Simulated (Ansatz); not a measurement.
**BH2SO (SMILES O[B]S): methods side by side**

The species is BH2SO (5 atoms), meant as a doublet with charge 0. SMILES: `O[B]S`. The coordinates come from a PBE0-D4/def2-TZVP relaxation. This is a higher conformer, about 7 kJ/mol above the lowest found by a separate search.

Each level gives the vertical ionisation energy (to the singlet cation) (eV). The values are calculated.

```json
{"level": "UHF/STO-3G", "kind": "Hartree–Fock", "program": "Ansatz", "value (eV)": "5.83", "less FCI/STO-3G": "+0.82"}
{"level": "U-r2SCAN0/STO-3G", "kind": "hybrid meta-GGA", "program": "Ansatz", "value (eV)": "6.17", "less FCI/STO-3G": "+1.16"}
{"level": "UPBE0/STO-3G", "kind": "global hybrid", "program": "Ansatz", "value (eV)": "5.97", "less FCI/STO-3G": "+0.96"}
{"level": "UHSE06/STO-3G", "kind": "range-separated hybrid", "program": "Ansatz", "value (eV)": "5.96", "less FCI/STO-3G": "+0.95"}
{"level": "UB2PLYP/STO-3G", "kind": "double hybrid", "program": "Ansatz", "value (eV)": "5.56", "less FCI/STO-3G": "+0.55"}
{"level": "RPA@PBE/STO-3G", "kind": "RPA", "program": "Ansatz", "value (eV)": "4.67", "less FCI/STO-3G": "-0.34"}
{"level": "UCCSD/STO-3G", "kind": "coupled cluster or CI", "program": "Ansatz", "value (eV)": "5.14", "less FCI/STO-3G": "+0.13"}
{"level": "UCCSDT/STO-3G", "kind": "coupled cluster or CI", "program": "Ansatz", "value (eV)": "5.00", "less FCI/STO-3G": "-0.01"}
{"level": "FCI/STO-3G", "kind": "exact in the basis", "program": "Ansatz", "value (eV)": "5.01", "less FCI/STO-3G": "0.00"}
```

FCI/STO-3G is exact within its basis and frozen core, so for wave-function methods in that basis the difference is their error; functionals converge differently with the basis, so for them it is only a difference. The values span 4.67 to 6.17 eV. All rows use very small basis sets, so even the best lies far from the true value.

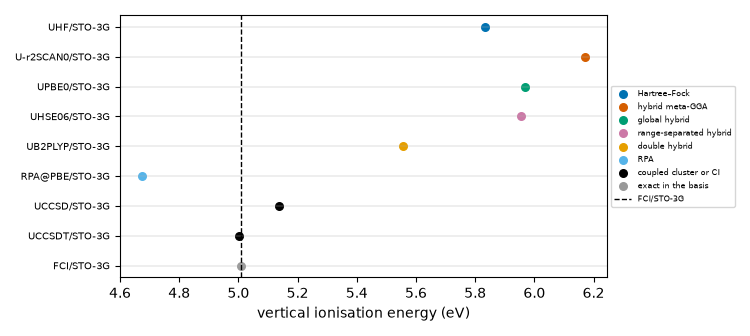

The values of the table, level by level.
